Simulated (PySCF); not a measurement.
F$_{3}$HSi···NH$_{3}$···NH$_{3}$ (SMILES F[SiH](F)F.N.N)

Input

```
{"job": {"kind": "inter", "xc": "PBE0", "basis": "def2-SVPD", "disp": "d3bj", "pairs": true}, "charge": 0, "multiplicity": 1, "parts": [{"atoms": "0-4", "charge": 0, "multiplicity": 1}, {"atoms": "5-8", "charge": 0, "multiplicity": 1}, {"atoms": "9-12", "charge": 0, "multiplicity": 1}]}
F     -1.505750    -1.304591    -0.115703
Si    -0.214533    -0.408401     0.145670
F     -0.583950     0.832293    -0.802238
F      1.007382    -0.992446    -0.694960
H      0.005939     0.202860     1.418620
N     -0.868713    -1.161388    -3.497052
H     -1.585386    -1.203631    -2.781608
H      0.000715    -1.438433    -3.055943
H     -0.768455    -0.184840    -3.749724
N      0.331766    -2.352856     1.415030
H     -0.144667    -2.438314     2.303443
H      0.040680    -3.113745     0.814585
H      1.330512    -2.422523     1.560179
```

Launched as:

```sh
OMP_NUM_THREADS=1 python cluster_run.py task.json out
```

Geometry: GFN2-xTB.

Level of theory: PySCF 2.14.0, PBE0-D3(BJ)/def2-SVPD, SCF density, gas phase.

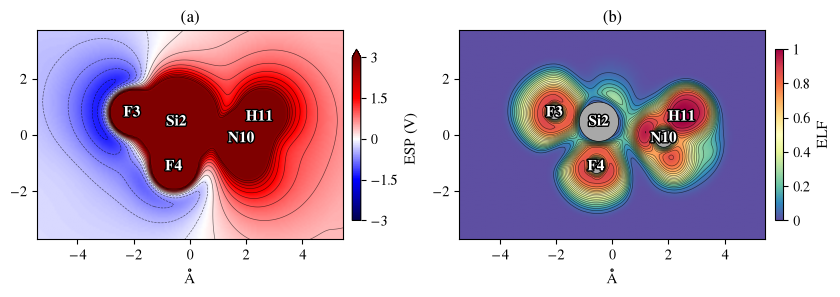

Figure 1. (a) molecular electrostatic potential; (b) ELF on the plane of atoms F3, Si2 and F4. Grey discs cover the atomic cores in the ELF map.

Question: Describe what can be read from this map.

Answer:
- Atoms in the plane: Si, F, N and H.
- Si2···N10 (2.39 Å): the ELF peaks at about 0.95 in the valence shell of N, 0.7 Å from its nucleus, and is about 0.50 at the midpoint.
- Si–F (1.60 Å): the ELF peaks at about 0.85 in the valence shell of F, 0.6 Å from its nucleus, and is about 0.50 at the midpoint.
- N–H (1.01 Å): the ELF climbs to about 1 towards the hydrogen, as it does in any bond to H: an ordinary covalent bond to hydrogen.
- The ELF also peaks beside F4 and F3, away from the bonds: lone-pair regions.
- Outside the dense part of the complex the potential is most negative (−1.3 V) near F3.

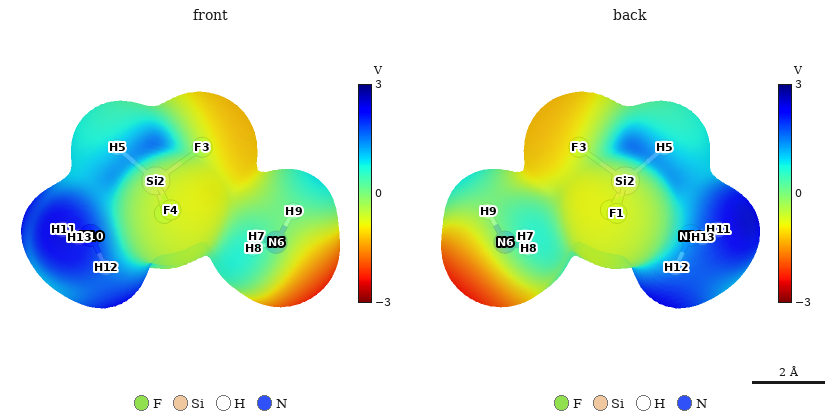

Figure 2. The molecular electrostatic potential painted on the density surface at 0.002 e/bohr³, seen from the front and from behind; the colour scale runs from red (negative) to blue (positive).

Question: Where is the surface potential most negative and most positive?

Answer: The most negative region (about −2.3 V) lies over N6, the most positive (about +2.5 V) over H11 and H13. N6 is the likeliest acceptor of a hydrogen bond.

Question: How polar is the complex by this calculation?

Answer: Its dipole moment is 6.21 D.
